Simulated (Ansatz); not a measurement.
**How far to go with the k-point mesh at a smearing width of 0.02 eV: BiTe (Fm-3m, 2 atoms in the cell)**

```xyz
2
Lattice="0.0000 3.2370 3.2370 3.2370 0.0000 3.2370 3.2370 3.2370 0.0000" Properties=species:S:1:pos:R:3 pbc="T T T"
Bi     0.0000     0.0000     0.0000
Te     3.2370     3.2370     3.2370
```

Computed with LDA (PW92), default PAW files made with PBE (plane waves; Ansatz, a first-principles code).

Base settings: basis.ecutwfc = 30.9 Ry; kpoints.mp_grid.grid = 9 9 9; hamiltonian.xc = lda; hamiltonian.pseudopotentials = {kind: paw} (the program's default PAW files); scf.occupations.method = fermi_dirac; scf.occupations.width = 0.0073 Ry.

In this ladder: scf.occupations.width = 0.0015 Ry.

Only quantities that move along the ladder and can be compared are tabulated.

The count of work is k-points × plane waves × bands × iterations; it is no time. 

The starting cell comes from a database of computed structures (which also holds hypothetical and non-ambient phases and stackings), without a prior relaxation at this level. Its lattice was rescaled by up to half a per cent. Ansatz's pressure includes its estimate of the finite-basis (Pulay) stress.

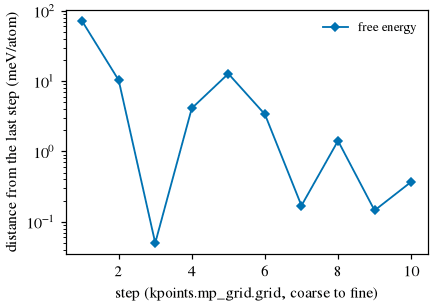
Fig. 1. Distance from the last step along the ladder; very small values are drawn at a floor.

| kpoints.mp_grid.grid | free energy less the last step's (meV/atom) | pressure (GPa) | count of work / last |
|---|---|---|---|
| 3 3 3 | 71.37 | -2.40 | 0.014 |
| 4 4 4 | -10.34 | -3.08 | 0.033 |
| 5 5 5 | 0.01 | -3.01 | 0.041 |
| 6 6 6 | 4.12 | -2.64 | 0.056 |
| 7 7 7 | 12.77 | -2.67 | 0.082 |
| 8 8 8 | -3.38 | -3.03 | 0.10 |
| 10 10 10 | -0.17 | -2.86 | 0.19 |
| 12 12 12 | -1.42 | -2.97 | 0.25 |
| 14 14 14 | -0.15 | -2.90 | 0.36 |
| 17 17 17 | 0.37 | -2.91 | 0.58 |
| 21 21 21 | 0.00 | -2.93 | 1.0 |

Coarsest kpoints.mp_grid.grid that holds the free energy within 5 meV/atom of the last step, with all finer ones: 8 8 8, at 0.10 of the last step's count of work; the step before is off by 13 meV/atom.

Coarsest kpoints.mp_grid.grid that holds the pressure within 0.2 GPa of the last step, with all finer ones: 8 8 8, at 0.10 of the last step's count of work; the step before is off by 0.26 GPa.

Two neighbours can agree and both be off: 6 6 6 and 7 7 7 differ by 0.03 GPa in the pressure, yet lie about 0.26 GPa from the last step.

Keys are those of Ansatz 0.2.
